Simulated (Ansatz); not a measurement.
Energy against volume for Ta5Si3 (space group I4/mcm)

Ta5Si3 (space group I4/mcm)

```cif
data_Si6Ta10
_chemical_formula_sum 'Ta10 Si6'
_space_group_name_H-M_alt 'P 1'
_space_group_IT_number 1
_cell_length_a 7.48604
_cell_length_b 7.48604
_cell_length_c 7.48604
_cell_angle_alpha 128.509
_cell_angle_beta 128.509
_cell_angle_gamma 75.802
loop_
_space_group_symop_operation_xyz
  'x, y, z'
loop_
_atom_site_label
_atom_site_type_symbol
_atom_site_fract_x
_atom_site_fract_y
_atom_site_fract_z
_atom_site_occupancy
Ta1 Ta 0.01442 0.18504 0.50000 1
Ta2 Ta 0.98558 0.81496 0.50000 1
Ta3 Ta 0.18504 0.68504 0.17062 1
Ta4 Ta 0.81496 0.31496 0.82938 1
Ta5 Ta 0.68504 0.51442 0.50000 1
Ta6 Ta 0.31496 0.48558 0.50000 1
Ta7 Ta 0.51442 0.01442 0.82938 1
Ta8 Ta 0.48558 0.98558 0.17062 1
Ta9 Ta 0.50000 0.50000 0.00000 1
Ta10 Ta 0.00000 0.00000 0.00000 1
Si1 Si 0.13020 0.63020 0.76040 1
Si2 Si 0.86980 0.36980 0.23960 1
Si3 Si 0.63020 0.86980 0.50000 1
Si4 Si 0.36980 0.13020 0.50000 1
Si5 Si 0.75000 0.75000 0.00000 1
Si6 Si 0.25000 0.25000 0.00000 1
```

The volume is varied about the relaxed value V₀ at fixed cell shape. The atoms relax within the cell's symmetry.

Level of theory: PBEsol (plane waves to 420 eV, PAW, scalar-relativistic; Ansatz, a program for electronic structure). k mesh 8×8×8 (Γ-centred), Fermi-Dirac smearing 0.05 eV. E stands for the smeared free energy. With the shape held, the modulus is that of even scaling; a crystal free to change shape is softer. Spin-orbit coupling is left out, though Ta is heavy. Ta5Si3 is run without spin polarisation. Ta5Si3 was relaxed with its symmetry unable to fall. ΔE is measured from the relaxed starting cell.

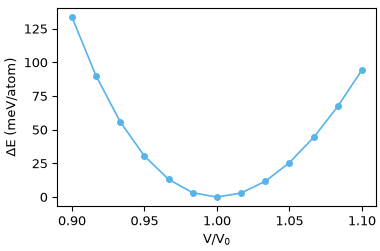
ΔE (meV/atom) against V/V₀; one marker a computed point.

The pressure at the smallest volume is 30.0 GPa and the energy cost of the largest compression comes out as 134 meV/atom. The pressure derivative B₀′ (fit) is 4.2 and the energy cost of the largest expansion is 94 meV/atom. The bulk modulus at fixed cell shape B₀ (third-order Birch-Murnaghan fit) is 228 GPa.

Check by three points about V = 15.615 Å³/atom, step 0.520: d²E/dV² ≈ (13 − 2·0 + 12) meV / 0.520² = 0.0923 eV/Å⁶, and V·d²E/dV² × 160.2 = 231 GPa.

(Under strain, the slope of the energy per volume gives the stress and its curvature an elastic modulus.)
